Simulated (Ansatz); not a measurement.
System: Mg2Ge3N.

The calculation's input:

```
crystal:
  lattice:
    - [2.61539556, 1.50999933, 4.38670616]
    - [-2.61539556, 1.50999933, 4.38670616]
    - [0.0, -3.01999866, 4.38670616]
  atoms:
    - { symbol: Mg, position: [0.124996, 0.124996, 0.124996] }
    - { symbol: Mg, position: [0.875004, 0.875004, 0.875004] }
    - { symbol: Ge, position: [0.0, 0.5, 0.5] }
    - { symbol: Ge, position: [0.5, 0.0, 0.5] }
    - { symbol: Ge, position: [0.5, 0.5, 0.0] }
    - { symbol: "N", position: [0.5, 0.5, 0.5] }
basis:
  ecutwfc: 420
kpoints:
  mp_grid: { grid: [12, 12, 12] }
hamiltonian:
  xc: pbe
scf:
  occupations: { method: gaussian, width: 0.1 }
output:
  forces: true
  stress: true
  eigenvalues: true
  write_density: true
  write_potential: true
  elf: true
  volumetric_format: npy
relax:
  adjacent_minimum: "off"
  f_tol: 0.01
  max_steps: 80
  cell: { stress_tol: 0.05 }
```

Command:

```sh
ansatz run input.yaml --threads 1 --pin off --max-ram 2560MiB --backend cpu --events-out ev --progress --plain --runs-dir out
```

Below, planes, directions and counts refer to the conventional cell (a = 5.74 Å, b = 5.74 Å, c = 10.82 Å, α = 90.00°, β = 90.00°, γ = 120.00°).

The fields are those of the run's last geometry, not of the input's.

Space group R-3m; a structure generated by program, which may or may not match a known phase; computed without spin polarisation.

Method: DFT PBE, scalar-relativistic, plane waves, PAW (Ansatz 0.2.0).

### Predict the valence pseudo-density and electron localisation function between the atoms.

Mg–Ge (3.19 Å): the density is about 0.12 e/Å³ at the midpoint, with its minimum of 0.1 e/Å³ about 1.2 Å from Mg; the ELF peaks at about 0.50 in the valence shell of Ge, 1.3 Å from its nucleus, and is about 0.40 at the midpoint.

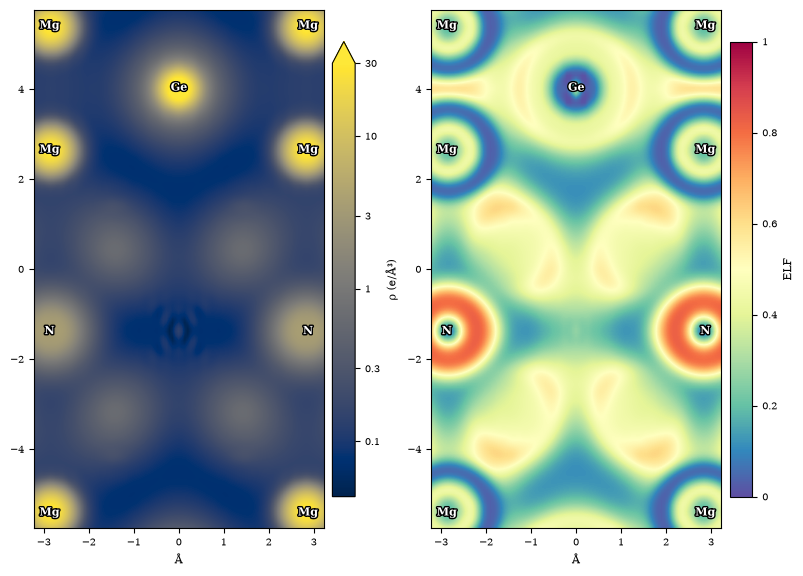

Computed valence pseudo-density and electron localisation function on the (100) plane of the conventional cell, in this order. Atoms just off the plane (Ge, 0.8 Å away) can leave unmarked features too.
